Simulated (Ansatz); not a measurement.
# H3NO (hydroxylamine) at 6 levels

Aim: a comparison of 6 runs (CAM-B3LYP/STO-3G, PBE0/STO-3G, SVWN5/STO-3G, UPBE/STO-3G, MP2/STO-3G, UMP2/STO-3G) of H3NO (hydroxylamine). 

The results are computed with Ansatz 0.2.0.

45 further runs of the same task are left out: 2 that didn't finish, 43 set aside as unsound or not needed.

### Step 1. The system as given

H3NO has 5 atoms, charge 0, and is taken as a singlet. SMILES: `NO`. The H4–N1 distance was set to 1.524 Å, away from the relaxed value. At this shape a bond of the SMILES string is far longer than usual.

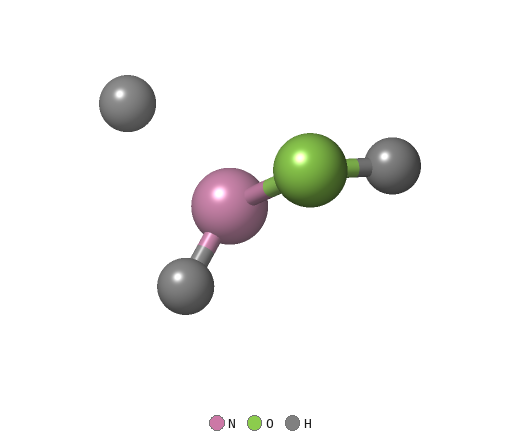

Viewed from a chosen angle; nitrogen pink, oxygen green, hydrogen grey.

### Step 2. A single-point energy at CAM-B3LYP/STO-3G (run 1)

Contents of molecule.yaml:

```yaml
crystal:
  periodic: [false, false, false]
  atoms:
    - {symbol: "N", position_ang: [0.323183, -0.487025, -0.258645]}
    - {symbol: O, position_ang: [0.852763, 0.540305, 0.570585]}
    - {symbol: H, position_ang: [0.325613, -1.315755, 0.329295]}
    - {symbol: H, position_ang: [-1.141650, -0.109840, -0.446210]}
    - {symbol: H, position_ang: [1.593313, 0.869365, 0.055085]}
basis:
  gaussian:
    orbitals: STO-3G
hamiltonian:
  xc: {name: CAM-B3LYP}
accuracy: high
```

The run is started by

```sh
$ ansatz run molecule.yaml --threads 1 --pin off --max-ram 3480MiB --events-out events.jsonl --progress --plain --runs-dir runs
```

Output:

```text
Warning: RAYON_NUM_THREADS=1 ignored (pool sized by the plan → 1); use --threads N
Functional definition: CAM-B3LYP
  name "CAM-B3LYP"
  parameter alpha = 0.19
  parameter beta = 0.46
  parameter omega = 0.33/bohr
  parameter ac = 0.81
  exchange = (1 - alpha - beta)*b88_x + beta*b88_x_sr(omega) + alpha*exact_x + beta*exact_x_lr(omega)
  correlation = (1 - ac)*vwn5_c + ac*lyp_c
208 factors; integrals over basis functions are off by at most 2.9e-8 eV
126 factors; integrals over basis functions are off by at most 6.3e-10 eV
mean field evaluation 1: about -3530.9054 eV, gradient 9.9e0 eV
mean field evaluation 2: about -3531.1990 eV, gradient 5.6e0 eV
mean field evaluation 4: about -3531.2900 eV, gradient 5.1e-1 eV
mean field evaluation 8: about -3531.2594 eV, gradient 4.2e-3 eV
mean field evaluation 16: about -3531.2594 eV, gradient 5.9e-8 eV
mean field -3531.25942381 eV, -129.7713902515 hartree, gradient 6.1e-8 eV, S^2 0.000000; 0 other end points of the search recorded, 0 dependent functions left out
reference -3531.25943555 eV, -129.7713906828 hartree; 9, 9 occupied and 4, 4 virtual orbitals, 208 factors
Total energy: -3531.25943555 eV, -129.7713906828 hartree
```

It took 0.75 s on 1 thread of Arm Neoverse V1, shared host.

### Step 3. A single-point energy at PBE0/STO-3G (run 2)

molecule.yaml, as its differences from that of step 2:

```diff
@@ -11,4 +11,4 @@
     orbitals: STO-3G
+accuracy: high
 hamiltonian:
-  xc: {name: CAM-B3LYP}
-accuracy: high
+  xc: {name: PBE0}
```

The run is started by

```sh
$ ansatz run molecule.yaml --threads 1 --pin off --max-ram 3480MiB --events-out events.jsonl --progress --plain --runs-dir runs
```

Output:

```text
Warning: RAYON_NUM_THREADS=1 ignored (pool sized by the plan → 1); use --threads N
Functional definition: PBE0
  name "PBE0"
  parameter a = 0.25
  parameter kappa = 0.804
  parameter beta = 0.06672455060314922
  exchange = (1 - a)*pbe_x(kappa = kappa, mu = beta*pi^2/3) + a*exact_x
  correlation = pbe_c(beta = beta)
208 factors; integrals over basis functions are off by at most 2.9e-8 eV
mean field evaluation 1: about -3529.3934 eV, gradient 8.6e0 eV
mean field evaluation 2: about -3529.5560 eV, gradient 6.2e0 eV
mean field evaluation 4: about -3529.6832 eV, gradient 1.6e-1 eV
mean field evaluation 8: about -3529.6652 eV, gradient 3.7e-3 eV
mean field evaluation 16: about -3529.6652 eV, gradient 3.2e-8 eV
mean field -3529.66521089 eV, -129.7128040070 hartree, gradient 3.2e-8 eV, S^2 0.000000; 0 other end points of the search recorded, 0 dependent functions left out
reference -3529.66521220 eV, -129.7128040552 hartree; 9, 9 occupied and 4, 4 virtual orbitals, 208 factors
Total energy: -3529.66521220 eV, -129.7128040552 hartree
```

Run time: 0.69 s. Hardware: 1 thread of Arm Neoverse V1, shared host.

Runs 3 to 5 aren't shown in full; the table further down has their settings and results.

### Step 4. The energy at UMP2/STO-3G (run 6)

Contents of job.yaml:

```yaml
crystal:
  periodic: [false, false, false]
  atoms:
    - {symbol: N, position_ang: [0.323183, -0.487025, -0.258645]}
    - {symbol: O, position_ang: [0.852763, 0.540305, 0.570585]}
    - {symbol: H, position_ang: [0.325613, -1.315755, 0.329295]}
    - {symbol: H, position_ang: [-1.141650, -0.109840, -0.446210]}
    - {symbol: H, position_ang: [1.593313, 0.869365, 0.055085]}
basis:
  gaussian: {orbitals: STO-3G}
magnetization: {spin_polarized: true}
correlation: {method: mp2, frozen_orbitals: {H: 0, "N": 1, O: 1}}
accuracy: high
```

The run is started by

```sh
$ ansatz run job.yaml --threads 1 --pin off --max-ram 3480MiB --events-out events.jsonl --progress --plain --runs-dir runs
```

Output:

```text
Warning: RAYON_NUM_THREADS=1 ignored (pool sized by the plan → 1); use --threads N
Functional definition: HF
  name "HF"
  exchange = exact_x
  correlation = 0
208 factors; integrals over basis functions are off by at most 2.9e-8 eV
mean field evaluation 1: about -3513.5814 eV, gradient 9.1e0 eV
mean field evaluation 2: about -3513.7010 eV, gradient 9.1e0 eV
mean field evaluation 4: about -3514.3528 eV, gradient 8.7e-1 eV
mean field evaluation 8: about -3514.3669 eV, gradient 1.6e-2 eV
mean field evaluation 16: about -3514.5187 eV, gradient 7.9e-1 eV
mean field -3514.59681133 eV, -129.1590505371 hartree, gradient 4.1e-8 eV, S^2 0.381804; 2 other end points of the search recorded, 0 dependent functions left out
2 core orbitals not correlated: weight in the atoms' cores, before any rotation towards them, 1.000 or more for the frozen orbitals, at most 0.000 for the correlated occupied ones
reference -3514.59681133 eV, -129.1590505371 hartree; 7, 7 occupied and 4, 4 virtual orbitals, 208 factors
second order -2.29888210 eV of doubles, -0.00000000 eV of singles
Total energy: -3516.89569342 eV, -129.2435328958 hartree
```

It took 0.1 s on 1 thread of Arm Neoverse V1, shared host.

### Step 5. All runs side by side

```
run             level  frozen core orbitals  energy (Eh)  wall time
  1  CAM-B3LYP/STO-3G                     –  -129.771391     0.75 s
  2       PBE0/STO-3G                     –  -129.712804     0.69 s
  3      SVWN5/STO-3G                     –  -128.814185     0.46 s
  4       UPBE/STO-3G                     –  -129.699609      1.2 s
  5        MP2/STO-3G                     2  -129.258466     0.08 s
  6       UMP2/STO-3G                     2  -129.243533      0.1 s
```

### Step 6. Outcome

```
                                          quantity          value
                               run 6: total energy  -129.24353 Eh
run 6: correlation energy (2 core orbitals frozen)      -84.5 mEh
          run 6: ⟨S²⟩ of the reference determinant          0.382
```

What this shows: Totals of different functionals can't be ranked against each other. In run 5 the log says that unrestricted orbitals would lower the reference, so the values rest on an unstable closed-shell determinant (other closed-shell runs at this shape may share the fault). In runs 1, 2, 3, 4, 5, 6 the basis is minimal, so the values are rough. Spin contamination of the reference: run 6 ⟨S²⟩ = 0.38. All runs together took 3.3 s, the longest 1.2 s.
